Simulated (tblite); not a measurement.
## C$_{4}$H$_{8}$B$_{2}$SSi: saddle-point search

- system: C$_{4}$H$_{8}$B$_{2}$SSi
- method: GFN2-xTB saddle search (eigenvector following) and harmonic vibrations, gas phase (tblite 0.8.0)

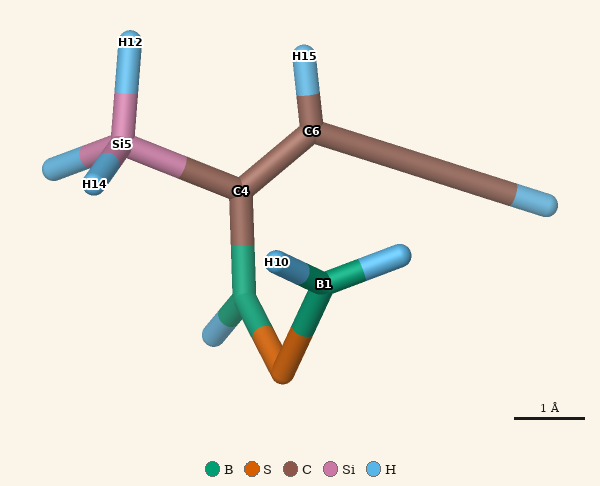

Figure 1. The starting structure (stick view, seen at a tilt; atoms are numbered from 1 in the order of the input). Bond lengths as drawn: B–C 1.55 Å, B–H 1.17 Å, B–S 1.77 to 1.81 Å, C–C 1.20 to 1.41 Å, C–H 1.05 to 1.09 Å, C–Si 1.89 Å and H–Si 1.46 to 1.47 Å.

The input
```
{"job": {"xc": "GFN2-xTB", "basis": "xTB", "kind": "saddle"}, "charge": 0, "multiplicity": 1}
B      2.055042    -0.454556     0.824065
S      1.955167    -1.381559    -0.722964
B      0.291801    -0.974658    -1.163930
C     -0.637894    -0.218872    -0.181657
Si    -1.783697    -1.332960     0.833767
C     -0.699443     1.112542    -0.010772
C      0.094546     2.018949    -0.740501
C      0.779736     2.789401    -1.358467
H      2.337899     0.677301     0.779120
H      1.917771    -1.017727     1.837865
H     -0.094719    -1.423185    -2.172622
H     -2.606190    -0.469425     1.684138
H     -2.623001    -2.114191    -0.076581
H     -0.986176    -2.242466     1.661551
H     -1.376104     1.567847     0.705428
H      1.375261     3.463558    -1.898440
```

The first line tells a small driver script what to run in tblite; the rest is the geometry in Å.

Machine: 1 CPU thread, shared host.

Launched with:
```bash
OMP_NUM_THREADS=1 python <driver script> task.json out
```

Output
```
step      E/eV     max force
  0    -544.38744   0.0217
  1    -544.39017   0.0453
  2    -544.38883   0.0145
  3    -544.39014   0.0185
  4    -544.39091   0.0127
  5    -544.39104   0.0714
  6    -544.39118   0.0054
  7    -544.39139   0.0197
  8    -544.39129   0.0028
lowest wavenumbers (cm-1): -226.7 48.3 71.2 84.4 96.8 122.8
```

Trajectory as extended XYZ (Å, eV, eV/Å), 7 of the 9 frames kept, from step=0 to step=8
```
16
Properties=species:S:1:pos:R:3:forces:R:3 step=0 energy=-544.38744
B     2.0550   -0.4546    0.8241   -0.0030  -0.0020   0.0010
S     1.9552   -1.3816   -0.7230    0.0030   0.0030  -0.0030
B     0.2918   -0.9747   -1.1639    0.0020   0.0000   0.0000
C    -0.6379   -0.2189   -0.1817    0.0020   0.0000   0.0000
Si   -1.7837   -1.3330    0.8338    0.0020   0.0010   0.0020
C    -0.6994    1.1125   -0.0108    0.0000   0.0010  -0.0030
C     0.0945    2.0189   -0.7405   -0.0060  -0.0070   0.0010
C     0.7797    2.7894   -1.3585    0.0060   0.0060  -0.0070
H     2.3379    0.6773    0.7791   -0.0180   0.0050   0.0110
H     1.9178   -1.0177    1.8379    0.0060  -0.0160  -0.0060
H    -0.0947   -1.4232   -2.1726    0.0020   0.0000   0.0000
H    -2.6062   -0.4694    1.6841    0.0040   0.0020   0.0030
H    -2.6230   -2.1142   -0.0766   -0.0010   0.0020   0.0040
H    -0.9862   -2.2425    1.6616    0.0020   0.0010   0.0010
H    -1.3761    1.5678    0.7054   -0.0020   0.0020  -0.0050
H     1.3753    3.4636   -1.8984    0.0000   0.0000   0.0000
16
Properties=species:S:1:pos:R:3:forces:R:3 step=1 energy=-544.39017
B     2.0013   -0.4734    0.8426   -0.0040  -0.0020  -0.0080
S     1.9755   -1.3551   -0.7382    0.0010   0.0230   0.0390
B     0.3090   -0.9617   -1.1750    0.0020  -0.0020  -0.0040
C    -0.6203   -0.2177   -0.1809    0.0030  -0.0020   0.0010
Si   -1.7539   -1.3299    0.8492   -0.0040  -0.0020   0.0050
C    -0.6898    1.1151   -0.0196    0.0030   0.0020  -0.0030
C     0.0942    2.0203   -0.7617   -0.0010  -0.0020   0.0000
C     0.7736    2.7883   -1.3892    0.0000   0.0000  -0.0010
H     2.2663    0.6647    0.8478   -0.0120  -0.0310   0.0020
H     1.8379   -1.0754    1.8314    0.0060   0.0080  -0.0310
H    -0.0737   -1.3916   -2.1933    0.0010   0.0030   0.0030
H    -2.5467   -0.4658    1.7278    0.0080  -0.0050  -0.0040
H    -2.6231   -2.0910   -0.0511    0.0040   0.0060   0.0080
H    -0.9503   -2.2590    1.6493   -0.0050   0.0040  -0.0050
H    -1.3633    1.5716    0.6987    0.0000   0.0010  -0.0020
H     1.3634    3.4608   -1.9376   -0.0020  -0.0010   0.0000
16
Properties=species:S:1:pos:R:3:forces:R:3 step=3 energy=-544.39014
B     2.0074   -0.4674    0.8378   -0.0030  -0.0010  -0.0030
S     1.9793   -1.3430   -0.7447    0.0020   0.0090   0.0160
B     0.3079   -0.9627   -1.1736    0.0000   0.0000  -0.0020
C    -0.6227   -0.2203   -0.1795    0.0020  -0.0010   0.0000
Si   -1.7593   -1.3304    0.8494   -0.0010   0.0000   0.0020
C    -0.6914    1.1126   -0.0189    0.0010   0.0010  -0.0010
C     0.0949    2.0168   -0.7595   -0.0010  -0.0010   0.0000
C     0.7771    2.7841   -1.3850    0.0000   0.0010  -0.0020
H     2.2714    0.6703    0.8475   -0.0080  -0.0140   0.0020
H     1.8468   -1.0739    1.8233    0.0010   0.0020  -0.0120
H    -0.0759   -1.3968   -2.1896    0.0010   0.0020   0.0000
H    -2.5551   -0.4645    1.7231    0.0050  -0.0020   0.0000
H    -2.6255   -2.0941   -0.0510    0.0010   0.0030   0.0030
H    -0.9581   -2.2567    1.6546    0.0000   0.0010  -0.0020
H    -1.3662    1.5700    0.6976    0.0000   0.0010  -0.0010
H     1.3693    3.4558   -1.9316   -0.0010   0.0000  -0.0010
16
Properties=species:S:1:pos:R:3:forces:R:3 step=4 energy=-544.39091
B     1.9715   -0.4836    0.8501   -0.0060  -0.0040  -0.0080
S     1.9831   -1.3480   -0.7397    0.0060   0.0050   0.0100
B     0.3182   -0.9559   -1.1802   -0.0040  -0.0020  -0.0050
C    -0.6097   -0.2169   -0.1802    0.0000  -0.0030   0.0020
Si   -1.7380   -1.3284    0.8565   -0.0030  -0.0010   0.0030
C    -0.6832    1.1164   -0.0228    0.0020   0.0040  -0.0020
C     0.0948    2.0216   -0.7710    0.0010   0.0010  -0.0020
C     0.7698    2.7896   -1.4034   -0.0030  -0.0030   0.0020
H     2.2287    0.6547    0.8742    0.0010   0.0010   0.0010
H     1.7970   -1.0992    1.8271    0.0000  -0.0020  -0.0020
H    -0.0626   -1.3749   -2.2038    0.0030   0.0030   0.0050
H    -2.5180   -0.4638    1.7457    0.0060  -0.0040  -0.0020
H    -2.6189   -2.0810   -0.0393    0.0020   0.0040   0.0040
H    -0.9334   -2.2658    1.6454   -0.0040   0.0020  -0.0040
H    -1.3547    1.5730    0.6974    0.0010   0.0010  -0.0010
H     1.3554    3.4622   -1.9562   -0.0020  -0.0020   0.0000
16
Properties=species:S:1:pos:R:3:forces:R:3 step=5 energy=-544.39104
B     1.9509   -0.4852    0.8667    0.0000   0.0050  -0.0090
S     1.9934   -1.3465   -0.7245   -0.0030   0.0050   0.0000
B     0.3320   -0.9540   -1.1786    0.0050  -0.0010   0.0030
C    -0.5991   -0.2174   -0.1793   -0.0010   0.0050   0.0000
Si   -1.7275   -1.3286    0.8573   -0.0360  -0.0300   0.0320
C    -0.6791    1.1166   -0.0281    0.0020  -0.0020  -0.0030
C     0.0924    2.0216   -0.7831    0.0040   0.0040  -0.0040
C     0.7610    2.7892   -1.4229   -0.0050  -0.0050   0.0040
H     2.1921    0.6566    0.8976    0.0020  -0.0030  -0.0020
H     1.7783   -1.1072    1.8394   -0.0040  -0.0050   0.0110
H    -0.0426   -1.3693   -2.2055    0.0000  -0.0010  -0.0020
H    -2.4580   -0.4670    1.7960    0.0350  -0.0450  -0.0430
H    -2.6562   -2.0278   -0.0394    0.0410   0.0320   0.0450
H    -0.9280   -2.3158    1.5945   -0.0390   0.0430  -0.0330
H    -1.3505    1.5734    0.6919    0.0000   0.0000   0.0000
H     1.3409    3.4615   -1.9820   -0.0020  -0.0020   0.0020
16
Properties=species:S:1:pos:R:3:forces:R:3 step=7 energy=-544.39139
B     1.9540   -0.4882    0.8679    0.0000   0.0000  -0.0010
S     1.9919   -1.3475   -0.7241   -0.0010   0.0010   0.0010
B     0.3312   -0.9528   -1.1791    0.0010   0.0000   0.0000
C    -0.6011   -0.2163   -0.1808    0.0000   0.0000   0.0000
Si   -1.7279   -1.3279    0.8573   -0.0090  -0.0090   0.0090
C    -0.6817    1.1175   -0.0298    0.0000   0.0000   0.0000
C     0.0906    2.0225   -0.7838    0.0000   0.0000   0.0000
C     0.7604    2.7899   -1.4224    0.0000   0.0000   0.0000
H     2.1955    0.6535    0.8984    0.0000   0.0000   0.0000
H     1.7831   -1.1106    1.8411    0.0000   0.0000   0.0010
H    -0.0423   -1.3675   -2.2067    0.0010   0.0000   0.0000
H    -2.4594   -0.4683    1.7926    0.0100  -0.0120  -0.0110
H    -2.6537   -2.0304   -0.0354    0.0110   0.0100   0.0130
H    -0.9280   -2.3100    1.5959   -0.0120   0.0120  -0.0100
H    -1.3540    1.5742    0.6895    0.0000   0.0000   0.0000
H     1.3412    3.4620   -1.9806    0.0000   0.0000   0.0000
16
Properties=species:S:1:pos:R:3:forces:R:3 step=8 energy=-544.39129
B     1.9588   -0.4884    0.8624    0.0000   0.0000   0.0000
S     1.9896   -1.3465   -0.7302    0.0000   0.0000   0.0010
B     0.3274   -0.9527   -1.1799    0.0000   0.0000   0.0000
C    -0.6035   -0.2163   -0.1804    0.0000   0.0000   0.0000
Si   -1.7306   -1.3276    0.8576   -0.0010  -0.0010   0.0010
C    -0.6821    1.1174   -0.0275    0.0000   0.0000   0.0000
C     0.0918    2.0224   -0.7801    0.0000   0.0000   0.0000
C     0.7631    2.7897   -1.4172    0.0000   0.0000   0.0000
H     2.2037    0.6525    0.8932   -0.0010   0.0000   0.0000
H     1.7881   -1.1111    1.8355    0.0000   0.0000   0.0000
H    -0.0485   -1.3677   -2.2066    0.0000   0.0000   0.0000
H    -2.4796   -0.4661    1.7758    0.0020  -0.0020   0.0000
H    -2.6400   -2.0485   -0.0357    0.0000   0.0020   0.0010
H    -0.9294   -2.2932    1.6148   -0.0010   0.0000  -0.0020
H    -1.3539    1.5742    0.6921    0.0000   0.0000   0.0000
H     1.3451    3.4618   -1.9740    0.0000   0.0000   0.0000
```

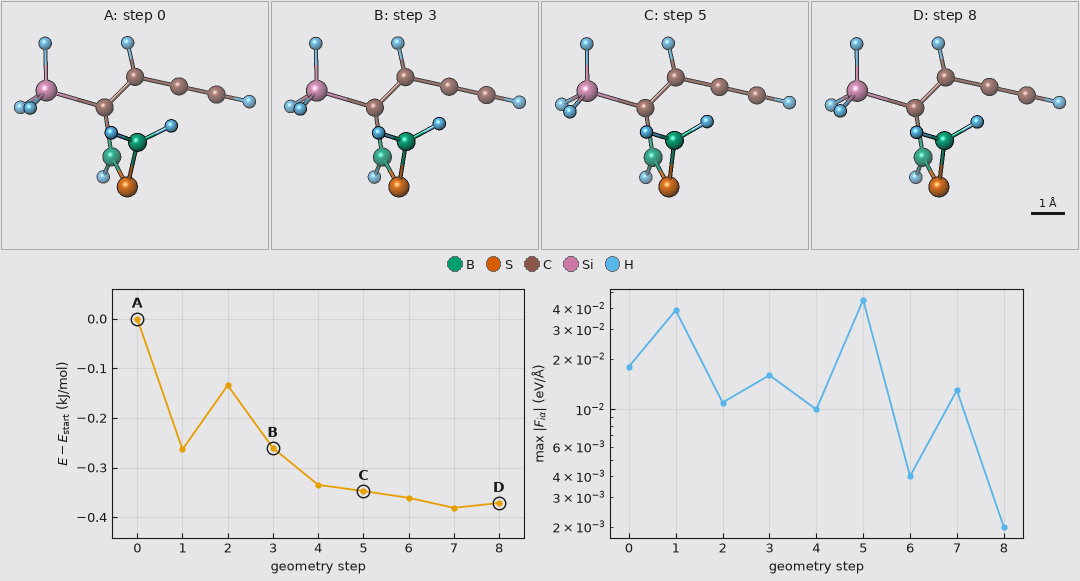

Figure 2. Frames of the saddle-point search (ball-and-stick view, seen at a tilt) above the curves, on which the letters mark them (steps are counted from 0).

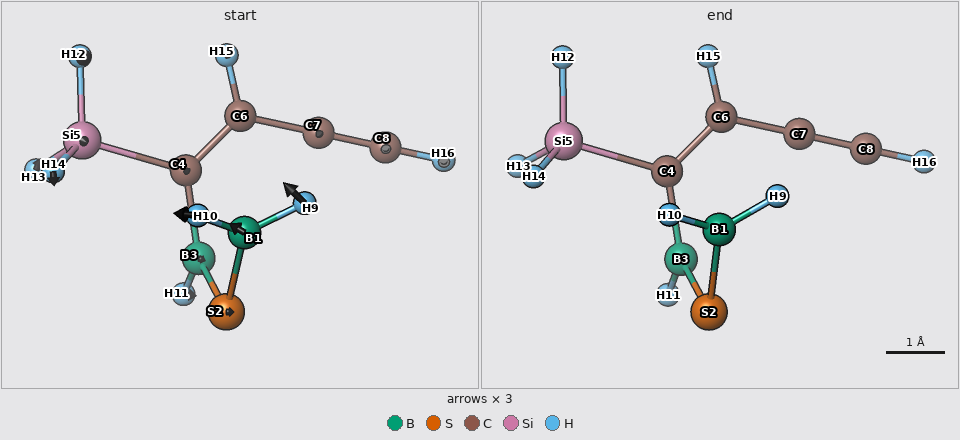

Figure 3. Before (left) and after (right) the saddle-point search, at one scale (ball-and-stick view, seen at a tilt). The black arrows give the displacements, magnified 3 times. The energy falls by 0.37 kJ/mol in 8 geometry steps. The largest force component goes from 0.018 to 0.002 eV/Å. H9 moves most after the best rigid fit: 0.18 Å. Largest moves by element: H 0.18 Å, B 0.11 Å, C 0.06 Å, Si 0.06 Å, S 0.05 Å. Among the angles that change: B1–S2–B3 98.5° → 95.9°. (Atoms are counted from 1 in the order of the input.)

Results in brief

| quantity | value |
| --- | --- |
| outcome | converged |
| total energy | −544.3913 eV |
| point group | C1 |
| wall time | 11 s |
| peak memory | 0.2 GiB |
